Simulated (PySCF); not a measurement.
# CH6BNO (SMILES NCBO): levels of theory compared

Wanted: a comparison of 6 runs (HF/STO-3G, B3LYP/6-31G*, PBE0/6-311+G**, B3LYP/def2-TZVP, CCSD(T)/pcseg-1) of CH6BNO. 

The results are computed with PySCF 2.14.0.

**1. The molecule**

CH6BNO: 10 atoms, total charge 0, spin state singlet. SMILES: `NCBO`. The coordinates come from a PBE0-D4/def2-TZVP relaxation. This is a higher conformer, about 21 kJ/mol above the lowest found by a separate search.

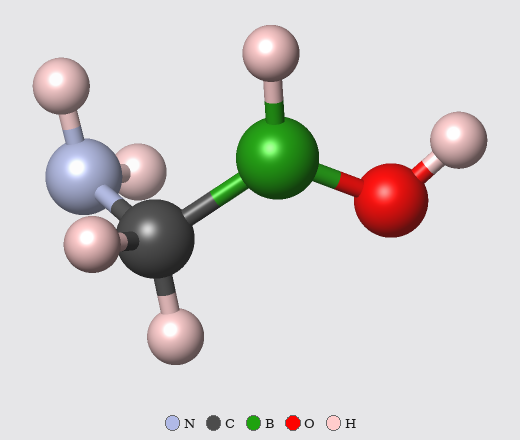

Viewed from a chosen angle; nitrogen light blue, carbon dark grey, boron green, oxygen red, hydrogen pink.

**2. Energy and forces at HF/STO-3G (run 1)**

Input file input.py:

```python
import pyscf.grad
from pyscf import gto, scf

mol = gto.M(
    atom=[
    ('N', (-1.414000, -0.250000, -0.623800)),
    ('C', (-0.269700, -0.840100, 0.108200)),
    ('B', (0.693000, 0.337600, 0.484300)),
    ('O', (1.835400, 0.517600, -0.226100)),
    ('H', (-1.090500, 0.234300, -1.453200)),
    ('H', (-1.888600, 0.437000, -0.048900)),
    ('H', (0.199100, -1.587200, -0.538100)),
    ('H', (-0.666000, -1.375000, 0.975500)),
    ('H', (0.378300, 1.154100, 1.316700)),
    ('H', (2.306200, 1.320700, 0.008300)),
],
    max_memory=1860,
    verbose=3,
    basis='sto-3g',
)

hf = scf.RHF(mol)
hf.conv_tol = 1e-10
hf.kernel()
if not hf.converged:
    hf = hf.newton().run(hf.mo_coeff, hf.mo_occ)

etot = hf.e_tot
print('E(%s) = %.9f' % ('HF', etot))
grad = hf.Gradients().kernel()
hf.analyze()
```

On the command line:

```bash
OMP_NUM_THREADS=1 python input.py
```

The log of the run:

```text
converged SCF energy = -192.878235663126
E(HF) = -192.878235663
--------------- RHF gradients ---------------
         x                y                z
0 N     0.0197770461     0.0260573693     0.0076179671
1 C    -0.0041440818     0.0121521887    -0.0034875722
2 B    -0.0268859210    -0.0319941950    -0.0125880508
3 O     0.0332054469     0.0315304067    -0.0008050699
4 H    -0.0082091153    -0.0102657688     0.0130010015
5 H     0.0045640797    -0.0134276957    -0.0112261613
6 H     0.0016814270    -0.0038240431    -0.0015170788
7 H    -0.0016772510    -0.0036982120     0.0019717371
8 H    -0.0054280932     0.0185157021     0.0171166714
9 H    -0.0128835373    -0.0250457523    -0.0100834440
----------------------------------------------
**** MO energy ****
MO #1   energy= -20.2992239893148  occ= 2
MO #2   energy= -15.3007916476918  occ= 2
MO #3   energy= -11.0285119275452  occ= 2
MO #4   energy= -7.41783364607572  occ= 2
MO #5   energy= -1.30749929690046  occ= 2
MO #6   energy= -1.1113328251414   occ= 2
MO #7   energy= -0.844608079291231 occ= 2
MO #8   energy= -0.675512800325204 occ= 2
MO #9   energy= -0.618172953985419 occ= 2
MO #10  energy= -0.576794639376219 occ= 2
MO #11  energy= -0.509276125952742 occ= 2
MO #12  energy= -0.503507396993924 occ= 2
MO #13  energy= -0.467315485500532 occ= 2
MO #14  energy= -0.43664095136478  occ= 2
MO #15  energy= -0.403164758348586 occ= 2
MO #16  energy= -0.29334812012474  occ= 2
MO #17  energy= 0.300482716959065  occ= 0
MO #18  energy= 0.566571395613122  occ= 0
MO #19  energy= 0.624399728492802  occ= 0
MO #20  energy= 0.660751991343058  occ= 0
MO #21  energy= 0.708512677568325  occ= 0
MO #22  energy= 0.719399443434427  occ= 0
MO #23  energy= 0.761049443542598  occ= 0
MO #24  energy= 0.771426407641002  occ= 0
MO #25  energy= 0.813359689913207  occ= 0
MO #26  energy= 0.933911691757492  occ= 0
 ** Mulliken atomic charges  **
charge of    0N =     -0.26464
charge of    1C =     -0.06603
charge of    2B =      0.16723
charge of    3O =     -0.17832
charge of    4H =      0.09795
charge of    5H =      0.09981
charge of    6H =      0.03327
charge of    7H =      0.03357
charge of    8H =     -0.08609
charge of    9H =      0.16325
Dipole moment(X, Y, Z, Debye):  1.44116,  2.18310,  0.75250
```

It took 1.6 s on 1 thread of Intel Xeon at 2.70GHz, shared host; peak memory 0.12 GiB.

**3. Energy and gradient at B3LYP/6-31G(d) (spherical functions) (run 2)**

Input file run.py:

```python
from pyscf import gto, dft

mol = gto.Mole()
mol.atom = '''
N     -2.672073    -0.472432    -1.178811
C     -0.509659    -1.587559     0.204468
B      1.309580     0.637972     0.915194
O      3.468403     0.978122    -0.427267
H     -2.060746     0.442763    -2.746150
H     -3.568937     0.825810    -0.092408
H      0.376244    -2.999373    -1.016862
H     -1.258558    -2.598373     1.843428
H      0.714883     2.180933     2.488202
H      4.358086     2.495761     0.015685
'''
mol.basis = '6-31g*'
mol.charge = 0
mol.max_memory = 1860
mol.verbose = 3
mol.unit = 'bohr'
mol.build()

calc0 = dft.RKS(mol, xc='b3lyp')
calc0.grids.level = 5
calc0.conv_tol = 1e-10
calc0.kernel()
if not calc0.converged:
    calc0 = calc0.newton().run(calc0.mo_coeff, calc0.mo_occ)

e_final = calc0.e_tot
print('E = %.10f Eh' % e_final)
grad = calc0.nuc_grad_method().kernel()
calc0.analyze()
```

On the command line:

```bash
OMP_NUM_THREADS=1 python run.py
```

The log of the run:

```text
converged SCF energy = -196.567690264002
E = -196.5676902640 Eh
--------------- RKS gradients ---------------
         x                y                z
0 N     0.0067250376     0.0042614660     0.0030828437
1 C    -0.0044771478     0.0016837643    -0.0025406308
2 B     0.0006573086    -0.0027304006    -0.0045809786
3 O    -0.0005607169     0.0066756596     0.0055746904
4 H    -0.0016380028    -0.0025567040     0.0034286629
5 H     0.0015677325    -0.0035458246    -0.0024568787
6 H    -0.0004927867     0.0015389302     0.0014252070
7 H     0.0013225480     0.0013079000    -0.0015830432
8 H     0.0001373586     0.0001780079     0.0002199824
9 H    -0.0032405662    -0.0068164817    -0.0025714245
----------------------------------------------
**** MO energy ****
MO #1   energy= -19.162315423904   occ= 2
MO #2   energy= -14.3072680093155  occ= 2
MO #3   energy= -10.168331720327   occ= 2
MO #4   energy= -6.75192147795557  occ= 2
MO #5   energy= -1.02893778510928  occ= 2
MO #6   energy= -0.870809935998726 occ= 2
MO #7   energy= -0.652681638057327 occ= 2
MO #8   energy= -0.556507582304191 occ= 2
MO #9   energy= -0.490321376673135 occ= 2
MO #10  energy= -0.451044665380585 occ= 2
MO #11  energy= -0.410675158636457 occ= 2
MO #12  energy= -0.397531165338271 occ= 2
MO #13  energy= -0.363601395170609 occ= 2
MO #14  energy= -0.353887613123484 occ= 2
MO #15  energy= -0.313111623188392 occ= 2
MO #16  energy= -0.218036342152138 occ= 2
MO #17  energy= 0.0107273538839081 occ= 0
MO #18  energy= 0.0729246450443415 occ= 0
MO #19  energy= 0.107005616184038  occ= 0
MO #20  energy= 0.146406428276957  occ= 0
MO #21  energy= 0.154489128230531  occ= 0
MO #22  energy= 0.180333826717955  occ= 0
MO #23  energy= 0.201580115038591  occ= 0
MO #24  energy= 0.233073417912935  occ= 0
MO #25  energy= 0.266881322701552  occ= 0
MO #26  energy= 0.334118725630654  occ= 0
MO #27  energy= 0.459275180186546  occ= 0
MO #28  energy= 0.465825283862198  occ= 0
MO #29  energy= 0.543786650529531  occ= 0
MO #30  energy= 0.587863287698787  occ= 0
MO #31  energy= 0.609536454851357  occ= 0
MO #32  energy= 0.65326899883221   occ= 0
MO #33  energy= 0.684092865206947  occ= 0
MO #34  energy= 0.732241825966137  occ= 0
MO #35  energy= 0.79258997650192   occ= 0
MO #36  energy= 0.815216025409541  occ= 0
MO #37  energy= 0.85196964439852   occ= 0
MO #38  energy= 0.909792646366711  occ= 0
MO #39  energy= 0.928985827430277  occ= 0
MO #40  energy= 0.94662237413825   occ= 0
MO #41  energy= 0.950704424917845  occ= 0
MO #42  energy= 0.975394364189688  occ= 0
MO #43  energy= 0.996524766832117  occ= 0
MO #44  energy= 1.06326305037005   occ= 0
MO #45  energy= 1.18023923270409   occ= 0
MO #46  energy= 1.20885153611547   occ= 0
MO #47  energy= 1.27679674807928   occ= 0
MO #48  energy= 1.3133368918115    occ= 0
MO #49  energy= 1.47999547135924   occ= 0
MO #50  energy= 1.50496304578275   occ= 0
MO #51  energy= 1.53069113126393   occ= 0
MO #52  energy= 1.6264184778113    occ= 0
MO #53  energy= 1.67108866607549   occ= 0
MO #54  energy= 1.71827268421725   occ= 0
MO #55  energy= 1.81319921194059   occ= 0
MO #56  energy= 1.90244565009714   occ= 0
MO #57  energy= 2.02674094264003   occ= 0
MO #58  energy= 2.03977143902504   occ= 0
MO #59  energy= 2.07387917297976   occ= 0
MO #60  energy= 2.19356083693648   occ= 0
MO #61  energy= 2.25210456724255   occ= 0
MO #62  energy= 2.35126826701855   occ= 0
MO #63  energy= 2.40815294837613   occ= 0
MO #64  energy= 2.45583616628113   occ= 0
MO #65  energy= 2.49473202579558   occ= 0
MO #66  energy= 2.60614364096638   occ= 0
MO #67  energy= 2.70953207686955   occ= 0
MO #68  energy= 2.82123254983621   occ= 0
 ** Mulliken atomic charges  **
charge of    0N =     -0.44387
charge of    1C =     -0.19604
charge of    2B =      0.17997
charge of    3O =     -0.44761
charge of    4H =      0.19823
charge of    5H =      0.19805
charge of    6H =      0.10351
charge of    7H =      0.10485
charge of    8H =     -0.03145
charge of    9H =      0.33437
Dipole moment(X, Y, Z, Debye):  1.06556,  2.04360,  0.50727
```

It took 31 s on 1 thread of Intel Xeon at 2.70GHz, shared host; peak memory 0.7 GiB.

Run 3 isn't shown in full; the table further down has it.

**4. Energy and gradient at PBE0/6-311+G(d,p) (run 4)**

Input file run.py:

```python
import pyscf.grad
from pyscf import gto, dft

molecule = gto.Mole()
molecule.atom = '''
N       -1.414000      -0.250000      -0.623800
C       -0.269700      -0.840100       0.108200
B        0.693000       0.337600       0.484300
O        1.835400       0.517600      -0.226100
H       -1.090500       0.234300      -1.453200
H       -1.888600       0.437000      -0.048900
H        0.199100      -1.587200      -0.538100
H       -0.666000      -1.375000       0.975500
H        0.378300       1.154100       1.316700
H        2.306200       1.320700       0.008300
'''
molecule.spin = 0
molecule.verbose = 4
molecule.max_memory = 1860
molecule.charge = 0
molecule.basis = '6-311+g**'
molecule.build()

mf = dft.RKS(molecule, xc='pbe0')
mf.grids.level = 5
mf.conv_tol = 1e-10
mf.kernel()
if not mf.converged:
    mf = mf.newton().run(mf.mo_coeff, mf.mo_occ)

energy = mf.e_tot
print('E(%s) = %.9f' % ('PBE0', energy))
grad = mf.Gradients().kernel()
mf.analyze()
```

On the command line:

```bash
OMP_NUM_THREADS=1 python run.py
```

The log of the run:

```text
PySCF version 2.14.0

[... 105 lines left out ...]
MO #4   energy= -6.79302126370936  occ= 2
[... 11 lines left out ...]
MO #16  energy= -0.243417034811369 occ= 2
[... 11 lines left out ...]
MO #28  energy= 0.150436008835584  occ= 0
[... 11 lines left out ...]
MO #40  energy= 0.302900377049574  occ= 0
[... 11 lines left out ...]
MO #52  energy= 0.648829376904178  occ= 0
[... 11 lines left out ...]
MO #64  energy= 1.07495395857973   occ= 0
[... 11 lines left out ...]
MO #76  energy= 1.65248618301912   occ= 0
[... 11 lines left out ...]
MO #88  energy= 2.07262992213992   occ= 0
[... 11 lines left out ...]
MO #100 energy= 2.72406918769234   occ= 0
[... 11 lines left out ...]
MO #112 energy= 3.76045511895722   occ= 0
[... 11 lines left out ...]
MO #124 energy= 49.9954687874006   occ= 0
[... 98 lines left out ...]
pop of  5 H 3s            0.00423
pop of  5 H 2px           0.00189
pop of  5 H 2py           0.00149
pop of  5 H 2pz           0.00043
pop of  6 H 1s            0.87174
pop of  6 H 2s            0.00571
pop of  6 H 3s            0.00250
pop of  6 H 2px           0.00017
pop of  6 H 2py           0.00046
pop of  6 H 2pz           0.00033
pop of  7 H 1s            0.86992
pop of  7 H 2s            0.00526
pop of  7 H 3s            0.00237
pop of  7 H 2px           0.00016
pop of  7 H 2py           0.00037
pop of  7 H 2pz           0.00047
pop of  8 H 1s            1.02266
pop of  8 H 2s            0.00358
pop of  8 H 3s            0.00074
pop of  8 H 2px           0.00025
pop of  8 H 2py           0.00061
pop of  8 H 2pz           0.00068
pop of  9 H 1s            0.62606
pop of  9 H 2s            0.00889
pop of  9 H 3s            0.00679
pop of  9 H 2px           0.00147
pop of  9 H 2py           0.00149
pop of  9 H 2pz           0.00169
 ** Mulliken atomic charges  **
charge of    0N =     -0.49256
charge of    1C =     -0.22630
charge of    2B =      0.19964
charge of    3O =     -0.48047
charge of    4H =      0.21746
charge of    5H =      0.21660
charge of    6H =      0.11909
charge of    7H =      0.12146
charge of    8H =     -0.02853
charge of    9H =      0.35360
Dipole moment(X, Y, Z, Debye):  1.04604,  1.97167,  0.73116
```

Run time: 60 s. Hardware: 1 thread of Intel Xeon at 2.70GHz, shared host; peak memory 1.3 GiB.

Run 5 isn't shown in full; the table further down has it.

**5. The energy at CCSD(T)/pcseg-1 (run 6)**

Input file input.py:

```python
from pyscf import gto, cc

mol = gto.M(
    atom='''
N       -1.414000      -0.250000      -0.623800
C       -0.269700      -0.840100       0.108200
B        0.693000       0.337600       0.484300
O        1.835400       0.517600      -0.226100
H       -1.090500       0.234300      -1.453200
H       -1.888600       0.437000      -0.048900
H        0.199100      -1.587200      -0.538100
H       -0.666000      -1.375000       0.975500
H        0.378300       1.154100       1.316700
H        2.306200       1.320700       0.008300
''',
    max_memory=1860,
    spin=0,
    basis='pcseg-1',
    verbose=3,
)

myscf = mol.RHF()
myscf.conv_tol = 1e-10
myscf.kernel()
if not myscf.converged:
    myscf = myscf.newton().run(myscf.mo_coeff, myscf.mo_occ)

mycc = cc.CCSD(myscf, frozen=4)
mycc.kernel()
e_t = mycc.ccsd_t()
e_final = mycc.e_tot + e_t
print(f'total energy: {e_final:.8f} hartree')
dip = myscf.dip_moment()
pop, q = myscf.mulliken_pop()
```

On the command line:

```bash
OMP_NUM_THREADS=1 python input.py
```

The log of the run:

```text
converged SCF energy = -195.340538494843
E(CCSD) = -195.9655179412076  E_corr = -0.624979446364473
CCSD(T) correction = -0.0155628564613076
total energy: -195.98108080 hartree
Dipole moment(X, Y, Z, Debye):  1.21485,  2.12576,  1.02664
 ** Mulliken pop  **
pop of  0 N 1s            1.99593
pop of  0 N 2s            0.80916
pop of  0 N 3s            0.71921
pop of  0 N 2px           0.81510
pop of  0 N 2py           0.85755
pop of  0 N 2pz           0.74121
pop of  0 N 3px           0.58307
pop of  0 N 3py           0.59288
pop of  0 N 3pz           0.42645
pop of  0 N 3dxy          0.00492
pop of  0 N 3dyz          0.00938
pop of  0 N 3dz^2         0.00171
pop of  0 N 3dxz          0.00737
pop of  0 N 3dx2-y2       0.00492
pop of  1 C 1s            1.99592
pop of  1 C 2s            0.70225
pop of  1 C 3s            0.45652
pop of  1 C 2px           0.67719
pop of  1 C 2py           0.72359
pop of  1 C 2pz           0.68100
pop of  1 C 3px           0.22574
pop of  1 C 3py           0.32292
pop of  1 C 3pz           0.33387
pop of  1 C 3dxy          0.01446
pop of  1 C 3dyz          0.01191
pop of  1 C 3dz^2         0.00525
pop of  1 C 3dxz          0.01234
pop of  1 C 3dx2-y2       0.00652
pop of  2 B 1s            1.99709
pop of  2 B 2s            0.65449
pop of  2 B 3s            0.18268
pop of  2 B 2px           0.48139
pop of  2 B 2py           0.55943
pop of  2 B 2pz           0.39400
pop of  2 B 3px           0.01940
pop of  2 B 3py           0.07064
pop of  2 B 3pz           0.05840
pop of  2 B 3dxy          0.02024
pop of  2 B 3dyz          0.01263
pop of  2 B 3dz^2         0.01156
pop of  2 B 3dxz          0.02200
pop of  2 B 3dx2-y2       0.02058
pop of  3 O 1s            1.99611
pop of  3 O 2s            0.89105
pop of  3 O 3s            0.81945
pop of  3 O 2px           0.96599
pop of  3 O 2py           0.94372
pop of  3 O 2pz           1.04645
pop of  3 O 3px           0.53324
pop of  3 O 3py           0.56023
pop of  3 O 3pz           0.68836
pop of  3 O 3dxy          0.00243
pop of  3 O 3dyz          0.00223
pop of  3 O 3dz^2         0.00258
pop of  3 O 3dxz          0.00354
pop of  3 O 3dx2-y2       0.00311
pop of  4 H 1s            0.74041
pop of  4 H 2s            0.04967
pop of  4 H 2px           0.00737
pop of  4 H 2py           0.01054
pop of  4 H 2pz           0.01983
pop of  5 H 1s            0.73991
pop of  5 H 2s            0.04916
pop of  5 H 2px           0.01231
pop of  5 H 2py           0.01444
pop of  5 H 2pz           0.01095
pop of  6 H 1s            0.78075
pop of  6 H 2s            0.09369
pop of  6 H 2px           0.00457
pop of  6 H 2py           0.00843
pop of  6 H 2pz           0.00641
pop of  7 H 1s            0.78303
pop of  7 H 2s            0.09333
pop of  7 H 2px           0.00375
pop of  7 H 2py           0.00584
pop of  7 H 2pz           0.00986
pop of  8 H 1s            0.80352
pop of  8 H 2s            0.30356
pop of  8 H 2px           0.00079
pop of  8 H 2py           0.00387
pop of  8 H 2pz           0.00427
pop of  9 H 1s            0.67604
pop of  9 H 2s            0.00226
pop of  9 H 2px           0.01858
pop of  9 H 2py           0.02906
pop of  9 H 2pz           0.01247
 ** Mulliken atomic charges  **
charge of    0N =     -0.56884
charge of    1C =     -0.16946
charge of    2B =      0.49547
charge of    3O =     -0.45848
charge of    4H =      0.17218
charge of    5H =      0.17323
charge of    6H =      0.10615
charge of    7H =      0.10418
charge of    8H =     -0.11601
charge of    9H =      0.26158
```

Run time: 34 s. Hardware: 1 thread of Intel Xeon at 2.70GHz, shared host; peak memory 0.46 GiB.

**6. Overview of the runs**

```tsv
run	level	integration grid	Cartesian functions	energy (Eh)	dipole moment (D) of the reference	HOMO energy (eV)	LUMO energy (eV)	wall time
1	HF/STO-3G	–	no	-192.878236	2.72	-7.98	8.18	1.6 s
2	B3LYP/6-31G* (spherical functions)	5	no	-196.567690	2.36	-5.93	0.29	31 s
3	B3LYP/6-31G* (Cartesian functions)	5	yes	-196.571099	2.36	-5.94	0.28	32 s
4	PBE0/6-311+G**	5	no	-196.406066	2.35	-6.62	-0.34	60 s
5	B3LYP/def2-TZVP	5	no	-196.668642	2.20	-6.37	-0.35	96 s
6	CCSD(T)/pcseg-1	–	no	-195.981081	2.65	-10.12	3.49	34 s
```

**7. Outcome**

```
                                          quantity          value
                               run 6: total energy  -195.98108 Eh
       run 6: dipole moment (Hartree–Fock density)         2.65 D
        run 6: HOMO energy (Hartree–Fock orbitals)      -10.12 eV
        run 6: LUMO energy (Hartree–Fock orbitals)        3.49 eV
      run 6: HOMO–LUMO gap (Hartree–Fock orbitals)       13.61 eV
run 6: correlation energy (4 core orbitals frozen)     -640.5 mEh
                             run 6: (T) correction     -15.56 mEh
                              run 6: T1 diagnostic          0.013
```

What this shows: Over runs 1, 2, 3, 4, 5 the dipole moment (its size) runs from 2.20 D (B3LYP/def2-TZVP) to 2.72 D (HF/STO-3G). The two ends differ in method and basis. Over runs 1, 2, 3, 4, 5 the HOMO–LUMO gap runs from 6.01 eV (B3LYP/def2-TZVP) to 16.16 eV (HF/STO-3G). Totals of different functionals can't be ranked against each other. In run 1 the basis is minimal, so the values are rough. All runs together took 4.2 min, the longest 96 s.
